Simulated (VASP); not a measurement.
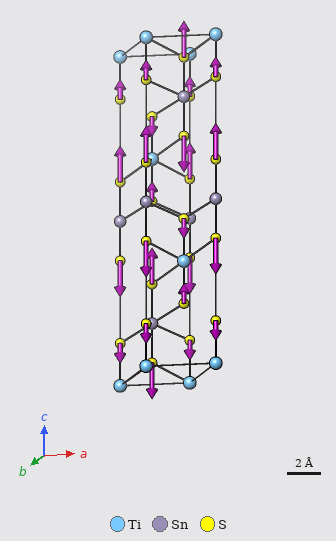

This is a relaxation of solid TiSnS4 (a generated structure, set up in R-3m). The starting structure is drawn; purple arrows show the displacements (the part carried along by the change of the cell is left out), magnified 3 times.

The picture is a ball-and-stick view of the conventional cell (3 times the calculation's cell), seen from a free direction. Lengths and directions refer to the drawn axes.

The run lets cell and atoms move.

Computed with Kohn-Sham DFT of a periodic cell, PBE, VASP PAW PBE potentials, recommended (VASP 6.6.1).

Input
```
  PREC = Normal
  ENCUT = 520
  EDIFF = 1E-4
  ISMEAR = 0
  SIGMA = 0.15
  LREAL = F
  LASPH = T
  NELM = 60
  ALGO = Fast
  ISIF = 3
  LWAVE = F
  LCHARG = F
  GGA = PE
  IBRION = 2
  NSW = 24
  EDIFFG = -0.08
```

Run as
```bash
cat potpaw_PBE.64/Ti_sv/POTCAR potpaw_PBE.64/Sn_d/POTCAR potpaw_PBE.64/S/POTCAR > POTCAR
mpirun -np 1 vasp_std > vasp.out
```

Which element moves most?

Answer. Sulfur: up to 0.78 Å, against 0.00 Å for tin.

Describe the change and its energy.

Answer. The largest moves relative to the cell, 0.78 Å, are those of S atoms. Sn and Ti stay in place. Cell: a = b 4.278 → 4.342 Å (+1.5 %), c 20.953 → 22.636 Å (+8.0 %). Volume +11.3 %. Some distances before and after: S–Sn 2.511 → 3.494 Å, S–S 2.931 → 3.597 Å, S–S 3.155 → 2.568 Å, S–Sn 2.593 → 2.819 Å. Bonds break, among them: S–Sn (2.51 → 3.49 Å). Bond angles that change, for instance: Ti–S–Ti 107.2° → 118.8°, S–Sn–S 68.8° → 79.3°, S–Sn–S 111.2° → 100.7°. The space group stays R-3m (No. 166). After 23 geometry steps the energy has fallen by 327 meV per atom. The largest force component goes from 1.9 to 0.079 eV/Å. The pressure goes from 9.20 to −0.07 GPa. The volume changes by over a tenth within one run on a fixed set of plane waves, so the end point should be relaxed again from the new cell.
